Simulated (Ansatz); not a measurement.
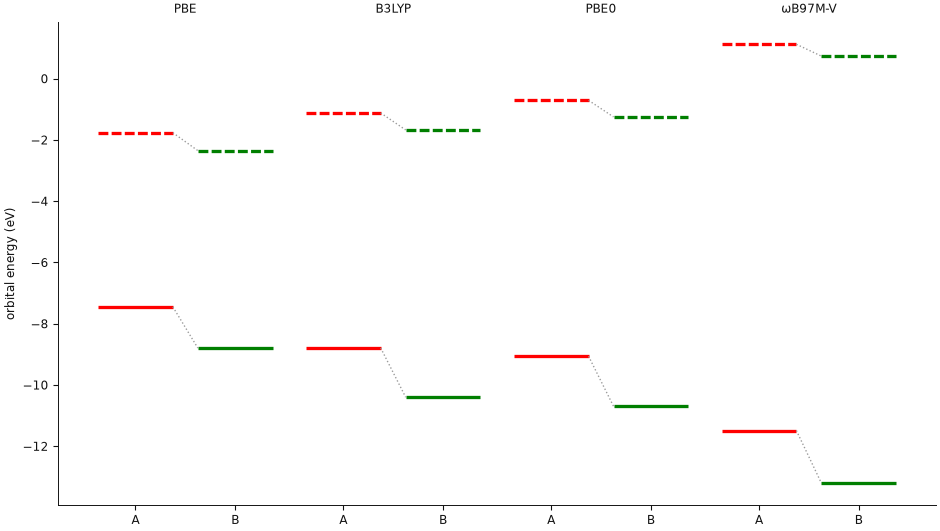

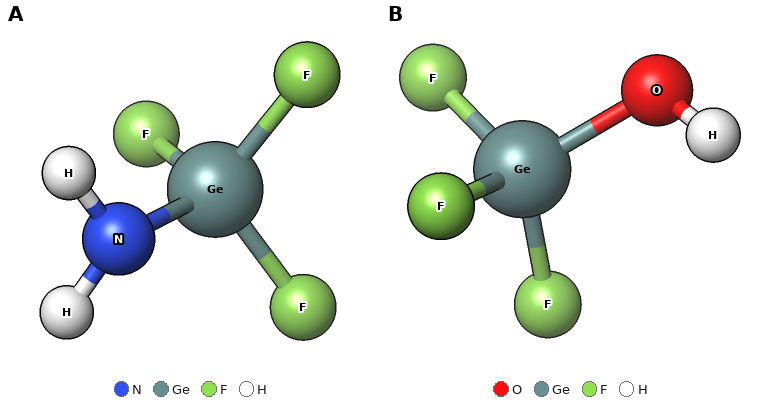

One change: A, GeNH₂F₃ (SMILES [NH2][Ge]([F])([F])[F]), becomes B, GeHOF₃ (SMILES [OH][Ge]([F])([F])[F]). NH₂ on Ge is replaced by OH. HOMO (solid) and LUMO (dashed) computed in def2-TZVPP at PBE0-D4/def2-TZVP geometries, both minima by their frequencies, gas phase, the Ansatz code. Empty levels above zero depend strongly on the basis.

What does the change do to HOMO and LUMO?

Answer. PBE: the HOMO falls by 1.34 eV, the LUMO falls by 0.58 eV, and the separation goes from 5.68 to 6.45 eV. B3LYP: the HOMO falls by 1.61 eV, the LUMO falls by 0.55 eV, and the separation goes from 7.67 to 8.72 eV. PBE0: the HOMO falls by 1.63 eV, the LUMO falls by 0.54 eV, and the separation goes from 8.35 to 9.45 eV. ωB97M-V: the HOMO falls by 1.71 eV, the LUMO falls by 0.39 eV, and the separation goes from 12.61 to 13.94 eV.

Do the functionals agree on the effect?

Answer. They agree on the direction for both levels; the HOMO shift lies between −1.71 and −1.34 eV and the LUMO shift between −0.58 and −0.39 eV, while the separations themselves differ by up to 7.5 eV between functionals.
